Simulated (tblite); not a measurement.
System: CH₃ (anion, charge -1), singlet: map of symmetric stretch and umbrella angle. Scanned: C-H bond length and angle between the C-H bonds and the threefold axis (90 = planar).

Cartesian coordinates as functions of the variables (Å; names that start with a are angles):
```
C  0  0  0
H  r*sin(a)*cos(0*2*pi/3+0)  r*sin(a)*sin(0*2*pi/3+0)  0+r*cos(a)
H  r*sin(a)*cos(1*2*pi/3+0)  r*sin(a)*sin(1*2*pi/3+0)  0+r*cos(a)
H  r*sin(a)*cos(2*2*pi/3+0)  r*sin(a)*sin(2*2*pi/3+0)  0+r*cos(a)
```

Calculation: GFN2-xTB, 300 K electronic temperature (tblite).

Energy in mEh above the lowest grid point; x is the C-H bond length (Å), y the angle between the C-H bonds and the threefold axis (90 = planar) (°).

```csv
y \ x,0.97,1.04,1.08,1.14,1.19,1.23,1.29,1.34,1.38
130,120.5,66.4,48.2,33.1,28.7,29.1,34.5,42.2,49.8
127.20,99.6,49.0,32.6,19.8,17.1,18.7,25.6,34.2,42.5
123.20,77.7,31.5,17.3,7.4,6.6,9.6,18.1,27.9,36.8
119.20,63.5,21.1,8.7,1.2,2.1,6.2,16.1,26.7,36.1
115.20,55.2,16.2,5.4,0.0,2.4,7.5,18.6,30.0,39.9
111.20,51.4,15.4,6.1,2.8,6.7,12.7,25.1,37.3,47.6
107.20,50.7,17.5,9.8,8.4,13.8,21.0,34.8,47.8,58.7
103.20,51.9,21.3,15.0,15.7,22.7,31.1,46.5,60.8,72.4
99.20,53.9,25.6,20.5,23.1,31.8,41.5,59.0,74.9,87.7
95.20,55.8,29.0,24.9,29.1,39.2,50.2,69.8,87.7,102.3
90,56.9,30.9,27.3,32.3,43.2,55.0,76.2,95.7,112.1
```

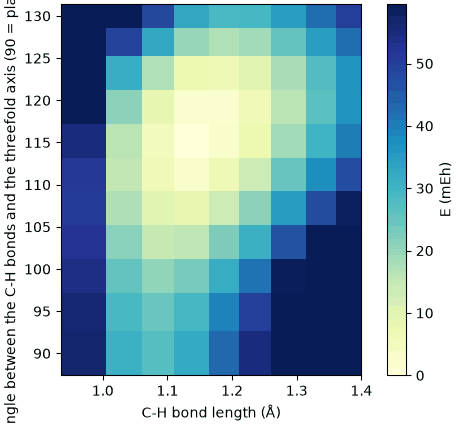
*Energy surface, cut off at 60 mEh.*

Points that lie below all their neighbours on the grid: x = 1.14, y = 115.20 (0.0 mEh).
